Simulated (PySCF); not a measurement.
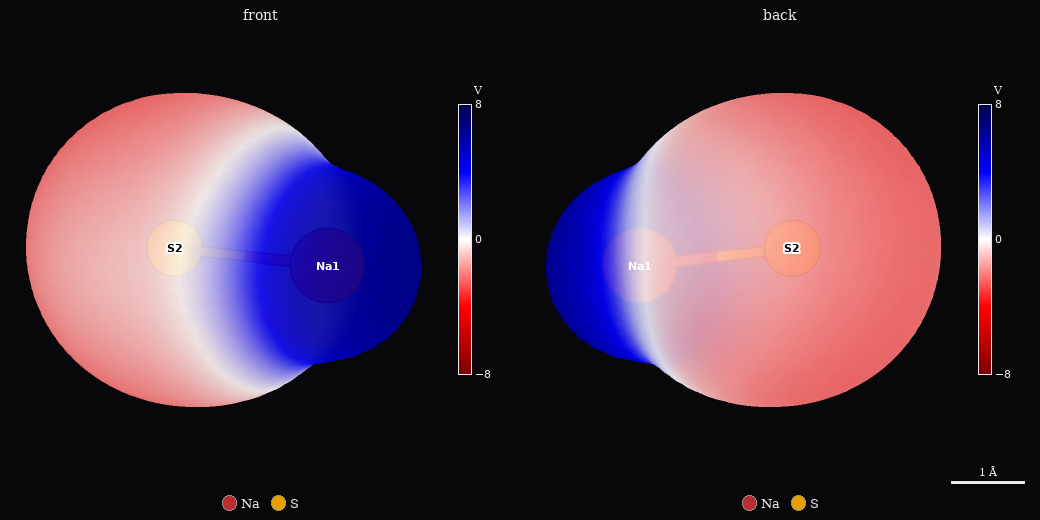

The picture shows: NaS (doublet). The molecular electrostatic potential painted on the density surface at 0.002 e/bohr³, seen from the front and from behind; the colour scale runs from red (negative) to blue (positive).

Computed with PBE0/cc-pVDZ(-PP), non-relativistic Hamiltonian with scalar-relativistic core potentials where named, at a bond length of 2.503 Å in PySCF 2.14.0.

Question: Describe the electrostatic potential map.

Answer: The most negative region (about −2.3 V) lies over S2, the most positive (about +6.5 V) over Na1.
